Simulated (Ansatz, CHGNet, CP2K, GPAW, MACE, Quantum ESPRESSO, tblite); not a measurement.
# Generalised stacking fault on (111) (glide set) of a Ge-Sn solid solution (48 atoms) in other programs, against a plane-wave reference

How near do other programs and methods come to a plane-wave reference for generalised stacking fault on (111) (glide set) of a Ge-Sn solid solution (48 atoms)? A plane-wave run serves as the reference.

Calculated with Ansatz 0.2.0; Kohn-Sham DFT, PBE, PAW, plane waves.

## (1) The structure

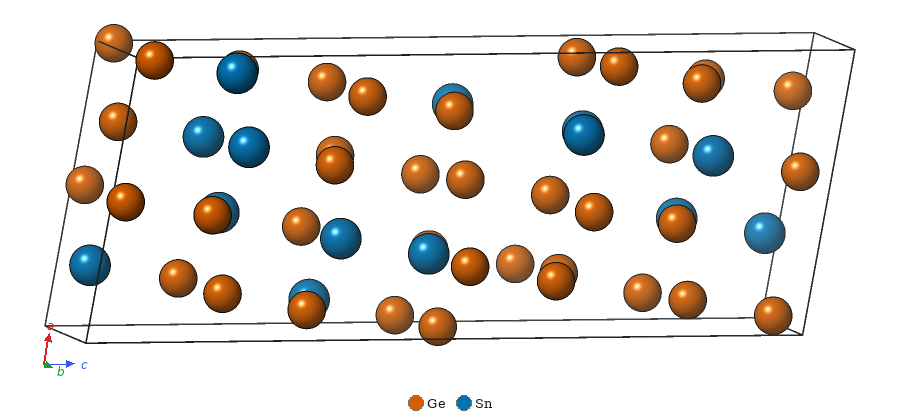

The starting structure, seen from the side, with the c axis across the page (germanium orange, tin blue). Some periodic images of atoms are drawn too.

The cell holds 48 atoms: 34 Ge and 14 Sn. Its edges and angles: a = 8.334 Å, b = 7.218 Å, c = 20.867 Å, α = 90.0°, β = 79.5°, γ = 90.0°. Diamond-structure Ge lattice (a = 5.8932 Å, the value set for the mixture), cell with z along [111], 2 x 1 x 2 periods; the third cell vector is tilted by 0.917 of 1/2[1-10] and lengthened by 0.1 Å, so the cell holds one fault (glide set); displaced by a Gaussian of 0.01 Å; 14 of 48 Ge sites given to Sn at random (lattice constant by Vegard's rule between Ge and Sn). Then every atom was moved at random, 0.05 Å r.m.s. a Cartesian component. The structure's axis is c.

## (2) Reference: Ansatz, plane waves

The PAW files are the set soft_2.

input.yaml

```yaml
crystal:
  lattice:
    - [8.33424, 0.0, 0.0]
    - [0.0, 7.21767, 0.0]
    - [3.81983, 0.0, 20.51464]
  atoms:
    - { symbol: Ge, position: [0.74516, 0.49568, 0.01917] }
    - { symbol: Sn, position: [0.68864, 0.48956, 0.14284] }
    - { symbol: Sn, position: [0.67192, 0.83871, 0.1877] }
    - { symbol: Ge, position: [0.60477, 0.82498, 0.3133] }
    [... 38 atom lines left out ...]
    - { symbol: Sn, position: [0.68283, 0.3181, 0.68206] }
    - { symbol: Ge, position: [0.63468, 0.33451, 0.80582] }
    - { symbol: Sn, position: [0.61222, 0.66479, 0.84978] }
    - { symbol: Ge, position: [0.55324, 0.67158, 0.97503] }
    - { symbol: Ge, position: [0.85299, 0.16767, 0.84989] }
    - { symbol: Ge, position: [0.80666, 0.16711, 0.97503] }
kpoints:
  mp_grid: { grid: [1, 1, 1] }
hamiltonian:
  xc: pbe
scf:
  occupations: { method: fermi_dirac, width: 0.05 }
output:
  forces: true
  eigenvalues: true
  populations: true
  stress: true
```

Launch:

```console
$ ansatz run input.yaml --threads 4 --pin off --max-ram 8192MiB --backend cpu --events-out ev --progress --plain --runs-dir out
```

Numbers of over 12 decimals in the logs are rounded to 6 here.

The log of the run:

```text
[...]
Pseudopotentials: kind: paw
Pseudopotential: Ge, paw, valence charge 14, recommended cutoff 420 eV (normal), Ge.paw.azcp
Pseudopotential: Sn, paw, valence charge 14, recommended cutoff 420 eV (normal), Sn.paw.azcp
[...]
Crystal: 48 atoms, lattice volume = 1234.033 Å³
Basis set: ecut = 420 eV, 24073 PW (Γ), exchange–correlation on 120×100×288 points (8 copies of the dense FFT grid, shifted against one another)
Bands: 404, of which v1, the nominal top of the filled ones, is band 336 counted from 1 (335 counted from 0)
Symmetry: 1 space group operations
Space group: P1 (ITA 1), of the structure as read, at distance tolerance 1.1e-4 Å
k-points: 1
[...]
Initial density: superposition of atomic densities (neutral atoms: chi_scale 0, normalization atom), corrected by the library's trained network
Initial wavefunctions: pseudopotential atomic-orbital guess
[...]
SCF iter   1: F=—  HF=-230344.977395 eV  |F-HF|=—  |Δ(HF+E_count)|=         —  Δρ=6.10e-3  dr2=2.58e0  ethr=1.77e-3  ⟨swp⟩=6.0  Hψ=1536  notcnv=0  defer=16
preconditioner: auto → LDOS  [metal: Δε(μ)=0.090 eV  Ē_g=21.368 eV  σ=0.050 eV  W_gap=0.42  n_scr=310 (ndim 8)  ℏωp=27.4 eV  f_vac=0.075  D(μ)=28.59/eV (n_scr^D=186)  β→1.0]
[...]
SCF iter   9: F=—  HF=-230344.770012 eV  |F-HF|=—  |Δ(HF+E_count)|=   1.97e-7  Δρ=3.39e-6  dr2=4.89e-7  ethr=3.27e-10  ⟨swp⟩=2.0  Hψ=677  notcnv=0  defer=45
SCF iter  10: F=-230344.770012 eV  HF=-230344.770012 eV  |F-HF|=6.39e-8  |Δ(HF+E_count)|=   5.50e-8  Δρ=1.31e-6  dr2=7.52e-8  ethr=1.49e-11  ⟨swp⟩=10.0  Hψ=2299  notcnv=0
SCF 1 converged in 10 iterations: F = -230344.770012 eV  dr2 = 7.52e-8
[...]
SCF converged after 10 iterations
Free energy (F): -230344.770012 eV
Harris-Foulkes:  -230344.770012 eV  (|F-HF|=6.39e-8)
Internal energy: -230344.527934 eV  (E = F + TS)
E sigma→0 (E₀):  -230344.648973 eV
Entropy (-TS):   -0.242078 eV (-5.043 meV/atom)
Fermi energy:    8.469877 eV
--- Per-component energies (eV) ---
[...]
Σ components = -230344.770012   (vs F -230344.770012, Δ=0.00e0)
--- Forces (eV/Å), atoms counted from 1 ---
  atom   1  Ge     1.33838980    -0.66402424    -0.44125453
  atom   2  Sn     1.10883919     0.44753885    -0.99454356
  atom   3  Sn    -1.70190884    -0.95321701     1.46504708
  atom   4  Ge     0.53966187     0.85345545     0.07836094
[...]
atom  48  Ge    -1.97491886     0.86044514    -1.07747607
  max |Σ_I F_I| component: 1.68e-5 eV/Å
--- Stress (GPa, compression-positive) ---
       16.136912      -1.680930       1.284801
       -1.680930       3.194010      -1.496309
        1.284801      -1.496309       6.131363
  P = ⅓ Tr σ = 8.4874 GPa (84.874 kbar)
--- Band table (eV) ---
  k-point 0: bands = ["-16.5568", "-16.4819", "-16.4717", "-16.4671", [... 388 levels ...], "12.6992", "12.7892", "12.9685", "13.0311", "13.0716", "13.1167", "13.1949", "13.2132", "13.2811", "13.3030", "13.3336", "13.3810"]
--- Löwdin populations: 48 sites ---
  site symbol       q [e]
     0     Ge     14.0406
     1     Sn     13.8314
     2     Sn     13.7977
[...]
47     Ge     13.9540
  spilling = 0.001742 (of n_electrons = 672.000000)
```

Run time: 17 s. Hardware: 4 threads of Arm Neoverse V2, shared host; peak memory 1.7 GiB; 63 s of CPU time.

The run gave:

```
free energy                             : -230344.7700 eV
free energy per atom                    : -4798.8494 eV/atom
SCF cycles                              : 10
pressure                                : 8.487 GPa
r.m.s. force component                  : 1.174 eV/Å
longest force                           : 5.181 eV/Å
Fermi energy                            : 8.47 eV
levels partly filled by over 2 per cent : 6
spilling of the projection              : 0.001742
```

Length of the force by element:

| element | coordination | atoms | mean length of the force (eV/Å) | spread | least | most |
| --- | --- | --- | --- | --- | --- | --- |
| Ge | all | 34 | 1.63 | 1.09 | 0.0949 | 5.18 |
| Sn | all | 14 | 2.01 | 0.900 | 0.510 | 3.99 |

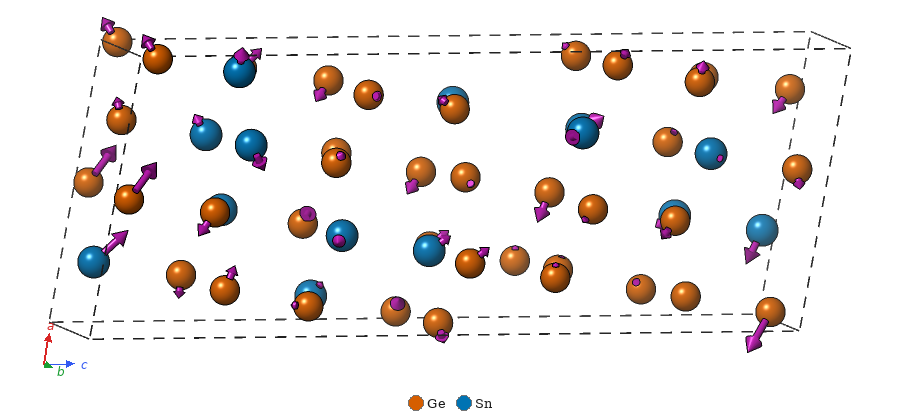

Forces as arrows; the longest in the cell is 5.18 eV/Å. Some periodic images of atoms are drawn too.

Löwdin charges by element (they lack the spilled electrons, 0.024 e an atom on average):

| element | coordination | atoms | mean charge (e) | spread | least | most |
| --- | --- | --- | --- | --- | --- | --- |
| Ge | all | 34 | -0.0683 | 0.0638 | -0.243 | 0.046 |
| Sn | all | 14 | 0.249 | 0.0521 | 0.155 | 0.341 |

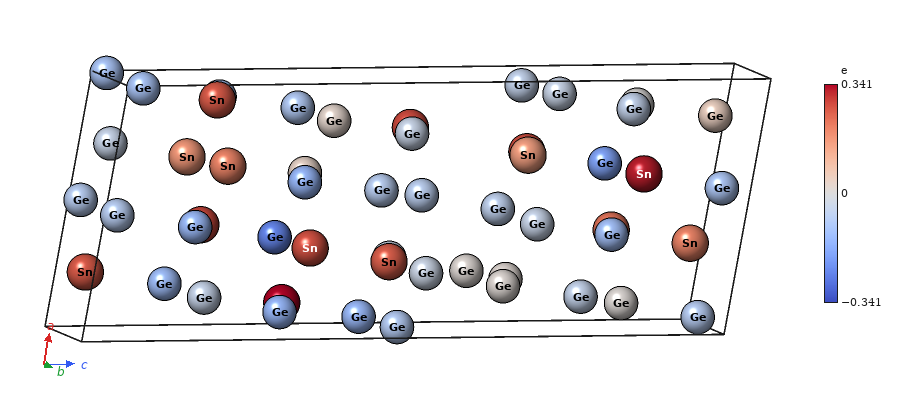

Atoms coloured by Löwdin charge. Some periodic images of atoms are drawn too.

Charge against the make-up of the first shell:

| Sn neighbours of Ge | atoms | mean charge (e) |
| --- | --- | --- |
| 0 | 7 | 0.02 |
| 1 | 16 | -0.057 |
| 2 | 9 | -0.124 |
| 3 | 2 | -0.216 |

The levels nearest the highest filled one (over half full), pooled over k-points and spins:

| level less the highest filled one (eV) | occupation |
| --- | --- |
| -0.349 | 2.00 |
| -0.313 | 2.00 |
| -0.261 | 2.00 |
| -0.0793 | 1.89 |
| -0.0084 | 1.61 |
| 0 | 1.56 |
| 0.103 | 0.622 |
| 0.161 | 0.249 |
| 0.233 | 0.065 |
| 0.333 | 0.009 |
| 0.535 | 0 |
| 0.568 | 0 |

## (3) Structure statistics

Density 5.56 g/cm³, 25.71 Å³ an atom.

Pair distribution functions g(r), in bins of 0.2 Å:

| r (Å) | total | Ge-Ge | Ge-Sn | Sn-Sn |
| --- | --- | --- | --- | --- |
| 2.20 | 0.08 | 0.00 | 0.20 | 0.00 |
| 2.40 | 1.43 | 1.71 | 1.22 | 0.82 |
| 2.60 | 4.38 | 4.09 | 4.70 | 4.54 |
| 2.80 | 0.33 | 0.45 | 0.12 | 0.68 |
| 3.00 | 0.05 | 0.00 | 0.12 | 0.00 |
| 3.20 | 0.00 | 0.00 | 0.00 | 0.00 |
| 3.40 | 0.00 | 0.00 | 0.00 | 0.00 |
| 3.60 | 0.00 | 0.00 | 0.00 | 0.00 |
| 3.80 | 0.00 | 0.00 | 0.00 | 0.00 |
| 4.00 | 1.32 | 1.24 | 1.38 | 1.52 |
| 4.20 | 5.37 | 5.22 | 6.00 | 3.12 |
| 4.40 | 0.34 | 0.31 | 0.27 | 0.79 |
| 4.60 | 0.08 | 0.04 | 0.15 | 0.00 |
| 4.80 | 2.77 | 2.94 | 2.74 | 1.92 |
| 5.00 | 2.10 | 1.83 | 2.40 | 2.25 |
| 5.20 | 0.19 | 0.16 | 0.27 | 0.00 |
| 5.40 | 0.00 | 0.00 | 0.00 | 0.00 |
| 5.60 | 0.04 | 0.00 | 0.06 | 0.16 |
| 5.80 | 0.88 | 0.95 | 0.82 | 0.73 |
| 6.00 | 0.80 | 0.83 | 0.75 | 0.85 |
| 6.20 | 0.32 | 0.29 | 0.34 | 0.39 |
| 6.40 | 2.13 | 2.13 | 2.10 | 2.21 |
| 6.60 | 0.45 | 0.43 | 0.48 | 0.35 |
| 6.80 | 0.12 | 0.11 | 0.14 | 0.11 |
| 7.00 | 0.39 | 0.36 | 0.37 | 0.61 |
| 7.20 | 3.52 | 3.74 | 3.12 | 4.24 |
| 7.40 | 0.83 | 0.87 | 0.81 | 0.65 |
| 7.60 | 1.88 | 1.93 | 1.85 | 1.82 |

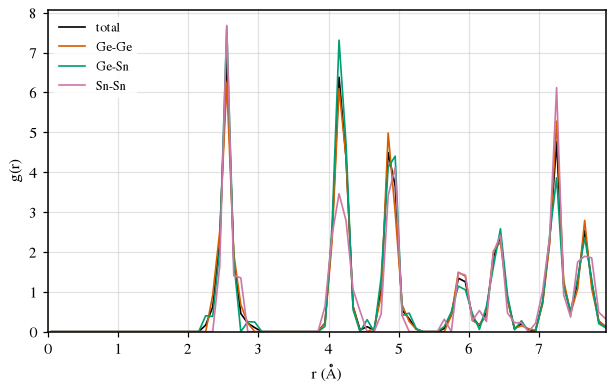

Pair distribution functions.

Bonds by pair of elements; cutoffs follow the first minimum of g(r), held within bounds set by covalent radii, and pairs that aren't listed don't count as bonded:

| pair A-B | cutoff (Å) | bonds | mean length (Å) | spread (Å) | shortest (Å) | B about A | A about B |
| --- | --- | --- | --- | --- | --- | --- | --- |
| Ge-Ge | 3.12 | 48 | 2.56 | 0.098 | 2.32 | 2.82 | 2.82 |
| Ge-Sn | 3.03 | 40 | 2.56 | 0.115 | 2.30 | 1.18 | 2.86 |
| Sn-Sn | 2.84 | 8 | 2.59 | 0.068 | 2.50 | 1.14 | 1.14 |

How many atoms have how many bonded neighbours:

| element | mean | 4 |
| --- | --- | --- |
| Ge | 4 | 34 |
| Sn | 4 | 14 |

Rings of the network by King's shortest-path rule, up to 12 atoms, one path for each pair of neighbours; H, halogens, alkali and alkaline-earth atoms are left out, and the last column divides by all other atoms, bonded or not:

| ring size (atoms) | rings | per network atom |
| --- | --- | --- |
| 6 | 92 | 1.92 |

## (4) What was run beside it

The programs:
- CHGNet: machine-learned potential, published weights.
- CP2K 2026.2: Gaussian basis with GTH pseudopotentials and a plane-wave density; labels give functional, basis (MOLOPT sets; SR short-range, UZH the newer set with its own potentials), grid cutoff/relative cutoff and solver (OT: orbital transformation; TRS4, TC2, SIGN: linear-scaling purification with its sparsity filter), or its built-in tight binding.
- GPAW 26.7.0: PAW with atomic orbitals (LCAO), plane waves or a real-space grid of spacing h.
- MACE: machine-learned potential, published weights.
- Quantum ESPRESSO 7.5: plane waves; labels (QE) give functional, pseudopotential set and cutoffs of waves/density.
- tblite 0.8.0: extended tight binding, driven from Python.

All use the same cell and atoms; the electronic-structure runs use the same k-mesh, and an electronic temperature of 580 K (0.05 eV) where levels are smeared.

(Part 1 of 2 ends here.)

[Also dropped from logs without a mark: logging warnings of Python, and SIESTA's first energy breakdown and zero terms.]

[Logs are printed without paths, hosts, clocks, repeated set-up lines and the standing remarks that a program may print on its own settings, such as how far it seeks lower states.]

[Hosts, paths, dates, database ids (printed as entryN), source tags and the programs' standing remarks are cut or masked in the printed files.]
